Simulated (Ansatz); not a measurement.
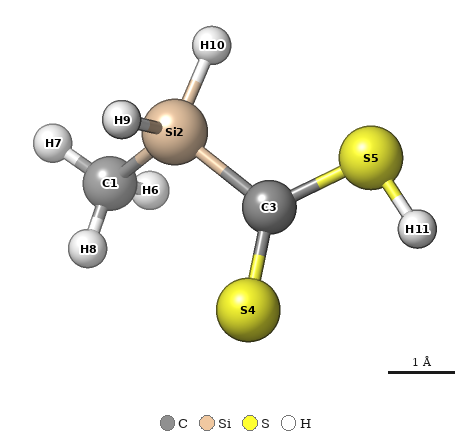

Fig. 1: The structure (ball-and-stick view, seen at a tilt; atoms are numbered from 1 in the order of the input). Bond lengths as drawn: C–H 1.09 Å, C–S 1.63 to 1.72 Å, C–Si 1.86 to 1.90 Å, H–S 1.35 Å and H–Si 1.48 to 1.49 Å.

## C2H6S2Si: single-point calculation

- system: C2H6S2Si, SMILES C[SiH2]C(=S)S
- method: RKS r2SCAN-D4/def2-TZVPP (Ansatz 0.2.0)

The geometry comes from this level: PBE0-D4/def2-TZVP. Figures and captions count atoms from 1; the log counts them from 0 in places.

### The program's output
```
Functional definition: r2SCAN
  name "r2SCAN"
  cite "Furness, Kaplan, Ning, Perdew & Sun, J. Phys. Chem. Lett. 11, 8208 (2020) doi:10.1021/acs.jpclett.0c02405"
  cite "Furness, Kaplan, Ning, Perdew & Sun, J. Phys. Chem. Lett. 11, 9248 (2020) doi:10.1021/acs.jpclett.0c03077"
  parent r2scan
  parameter k0 = 0.174
  parameter k1 = 0.065
  parameter a1 = 4.9479
  exchange = r2scan_x(k0 = k0, k1 = k1, a1 = a1)
  correlation = r2scan_c
1570 factors; their error is unknown
mean field evaluation 1: about -31707.5175 eV, gradient 6.9e1 eV
mean field evaluation 2: about -31684.3555 eV, gradient 1.1e2 eV
mean field evaluation 4: about -31717.9835 eV, gradient 1.3e1 eV
mean field evaluation 8: about -31718.5300 eV, gradient 3.3e-1 eV
mean field evaluation 16: about -31718.4952 eV, gradient 1.1e-3 eV
mean field -31718.49516373 eV, -1165.6331976987 hartree, gradient 1.7e-5 eV, S^2 0.000000; 0 other end points of the search recorded, 0 dependent functions left out
the calculation of the forces begins
reference -31718.49517661 eV, -1165.6331981723 hartree; 32, 32 occupied and 240, 240 virtual orbitals, 1570 factors
Total energy: -31718.57379733 eV, -1165.6360874304 hartree
Atom 0 at    -0.682068     1.329913     0.969713 Å, force     0.002996     0.003260     0.013024 eV/Å
Atom 1 at     0.732660     0.308304     0.326196 Å, force     0.032820    -0.000298    -0.025181 eV/Å
Atom 2 at     0.052801    -1.165907    -0.664129 Å, force     0.120493     0.192659     0.056693 eV/Å
Atom 3 at    -1.087583    -2.104084     0.019557 Å, force    -0.231421    -0.190395     0.150662 eV/Å
Atom 4 at     0.739597    -1.379039    -2.225672 Å, force     0.114183     0.013056    -0.176628 eV/Å
Atom 5 at    -1.251637     1.764298     0.145493 Å, force     0.001863    -0.004944     0.024360 eV/Å
Atom 6 at    -0.311121     2.142417     1.598863 Å, force    -0.019854    -0.011052    -0.014629 eV/Å
Atom 7 at    -1.351531     0.703376     1.561756 Å, force     0.011000     0.025727    -0.012313 eV/Å
Atom 8 at     1.549394    -0.270938     1.422503 Å, force    -0.010899     0.008763    -0.011335 eV/Å
Atom 9 at     1.621477     1.105019    -0.565532 Å, force    -0.004785    -0.000547     0.022886 eV/Å
Atom 10 at     0.053308    -2.490360    -2.568348 Å, force    -0.016397    -0.036229    -0.027538 eV/Å
Dipole moment:     0.086385     0.225824    -0.147625 e Å
```

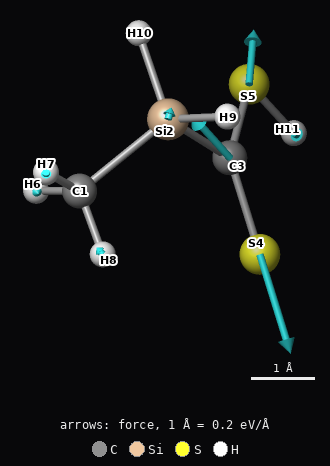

Fig. 2: Forces on the atoms as teal arrows (ball-and-stick view, seen at a tilt; atoms are numbered from 1 in the order of the input); the smallest are left out. The largest act on S4 (0.34 eV/Å); C3 (0.23 eV/Å); S5 (0.21 eV/Å). The geometry is not a stationary point of this energy.

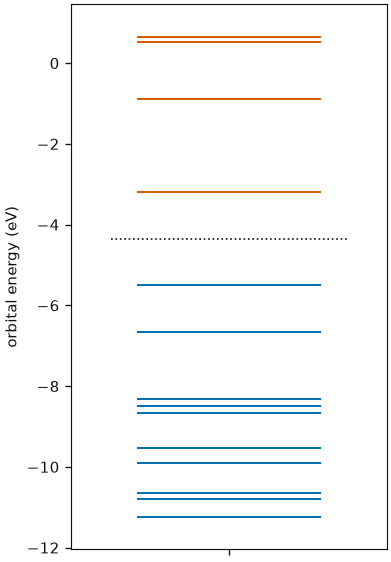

Fig. 3: Orbital energies near the frontier; the dotted line parts filled from empty levels, and levels within 0.02 eV of each other stand side by side. Highest filled −5.50 eV, lowest empty −3.18 eV, 2.32 eV apart.

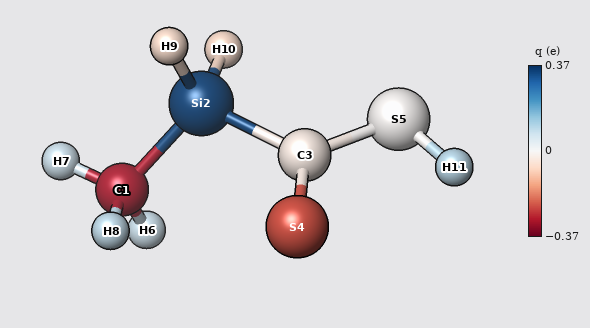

Fig. 4: Mulliken charges, as the colour of each atom (ball-and-stick view, seen at a tilt; atoms are numbered from 1 in the order of the input). By element: C −0.30 to −0.03, Si +0.35, S −0.23 to −0.01 and H −0.08 to +0.10 e.

This output came from the following input.

### Input
```yaml
crystal:
  periodic: [false, false, false]
  atoms:
    - {symbol: C, position_ang: [-0.682068, 1.329913, 0.969713]}
    - {symbol: Si, position_ang: [0.732660, 0.308304, 0.326196]}
    - {symbol: C, position_ang: [0.052801, -1.165907, -0.664129]}
    - {symbol: S, position_ang: [-1.087583, -2.104084, 0.019557]}
    - {symbol: S, position_ang: [0.739597, -1.379039, -2.225672]}
    - {symbol: H, position_ang: [-1.251637, 1.764298, 0.145493]}
    - {symbol: H, position_ang: [-0.311121, 2.142417, 1.598863]}
    - {symbol: H, position_ang: [-1.351531, 0.703376, 1.561756]}
    - {symbol: H, position_ang: [1.549394, -0.270938, 1.422503]}
    - {symbol: H, position_ang: [1.621477, 1.105019, -0.565532]}
    - {symbol: H, position_ang: [0.053308, -2.490360, -2.568348]}
basis:
  gaussian: {orbitals: def2-TZVPP}
hamiltonian: {xc: r2scan, dispersion: d4}
output: {forces: true, orbitals: {seedname: orbitals}}
```

Launched with:
```bash
ansatz run in.yaml --threads 4 --pin off --events-out ev --progress --plain --max-ram 10444MiB
```

### Summary

```tsv
quantity	value
outcome	converged
total energy	−31718.5738 eV
mean-field energy	−31718.4952 eV
dispersion energy	−0.0786 eV
SCF solution under orbital rotations	stable
HOMO	−5.50 eV
LUMO	−3.18 eV
largest force (length of the vector)	0.335 eV/Å
dipole moment	1.36 D
hardware	4 threads of Arm Neoverse V1, 23 GiB of memory available, shared host
wall time	6.5 s (CPU time 23 s)
peak memory	0.44 GiB
```
